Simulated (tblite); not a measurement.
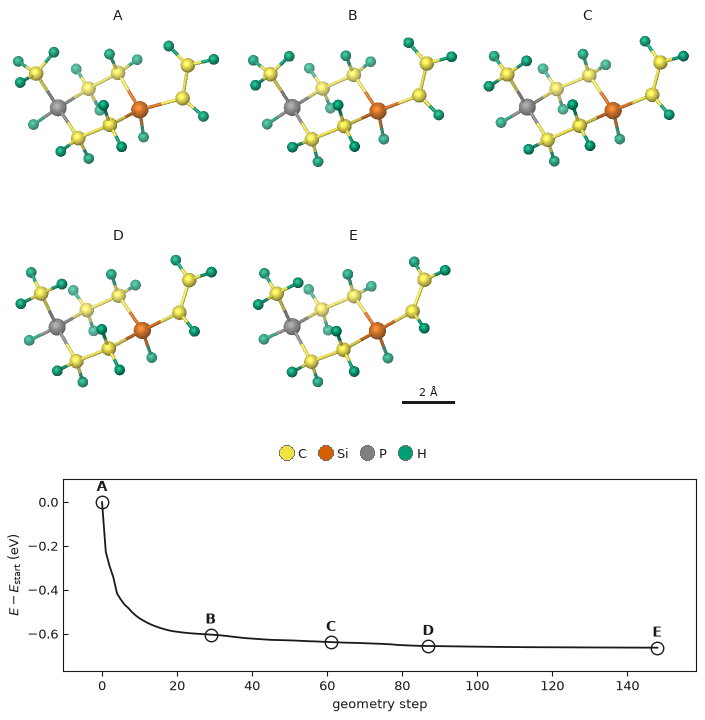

Frames of a relaxation of C7H16PSi (charge +1), marked on the history of the run. A ball-and-stick model, seen at a tilt.

These are results of GFN2-xTB geometry optimisation, gas phase in tblite 0.8.0, not measurements. 

Describe the path.

Answer. The largest move after the best rigid fit is that of an H atom, 1.23 Å. Largest moves by element: H 1.23 Å, C 0.51 Å, Si 0.11 Å, P 0.06 Å. Among the contacts that change: P–Si 3.220 → 3.365 Å, C–Si 1.856 → 1.921 Å, C–Si 1.877 → 1.919 Å, C–Si 1.838 → 1.874 Å. Bond angles that change, for instance: C–C–Si 117.2° → 125.6°, Si–C–C 105.3° → 112.6°, C–Si–H 108.5° → 115.7°. Groups turn about C–Si by about 40°. The energy falls by 0.663 eV in 148 geometry steps. From step 0 to 29: an H atom moves most (0.27 Å), energy −0.604 eV. From step 29 to 61: an H atom moves most (0.39 Å), energy −0.034 eV. From step 61 to 87: an H atom moves most (0.37 Å), energy −0.018 eV. From step 87 to 148: an H atom moves most (0.35 Å), energy −0.007 eV.
